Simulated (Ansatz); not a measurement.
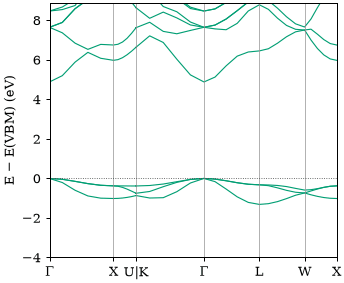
Band structure from the program Ansatz at the HSE06 level (PAW)

Task: Read off the gap and where the band edges lie.

Result: About 4.9 eV (4.88 eV among the points solved); maximum at Γ, minimum at Γ.

The material is KI (rock salt, space group No. 225).

Space group Fm-3m (rock salt). The cell was relaxed with HSE06 under the symmetry of its start. The hybrid was solved on a coarse mesh, the path and, where they were found, the r²SCAN edge points; its band edges are the extreme levels among these. Spin–orbit coupling is left out wherever it is not named.

Potentials: the later of the program's two PAW sets.
